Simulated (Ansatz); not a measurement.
L1₂ (Cu3Au-type) Ni₃Al was calculated with PBE in Ansatz (plane waves, PAW).

Run with plane-wave cutoff 520 eV, 16×16×16 k mesh, Fermi–Dirac smearing 0.05 eV, spin-polarised with parallel moments, scalar-relativistic PAW data made under PBE.

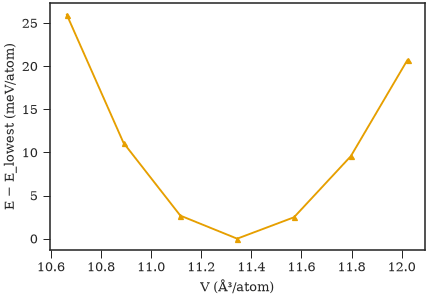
Total energy against volume

Q: From the curve, estimate the equilibrium volume and the bulk modulus.

A: V0 ≈ 11.3 Å³/atom and B0 ≈ 180 GPa; the fit gives V0 = 11.344 Å³/atom, B0 = 182 GPa, B′ = 4.6.

Measured, for comparison: bulk modulus 174 GPa (temperature not stated, no zero-point or thermal correction; as tabulated in Zarkevich et al. (2023), arXiv:2304.06869); equilibrium volume per atom 11.39 Å³/atom (temperature not stated, no zero-point or thermal correction; as tabulated in Tensorial elastic properties and stability of interface states associated with …). Computed (rounded) less measured: bulk modulus +5 %, equilibrium volume per atom -0.4 %. A static lattice is as a rule a little smaller and stiffer than an uncorrected measurement, which narrows the difference in the bulk modulus, equilibrium volume per atom and would widen misses of the other sign.

The result took around 10 core-minutes (rough).

Ansatz is a quantum-chemistry and plane-wave program.
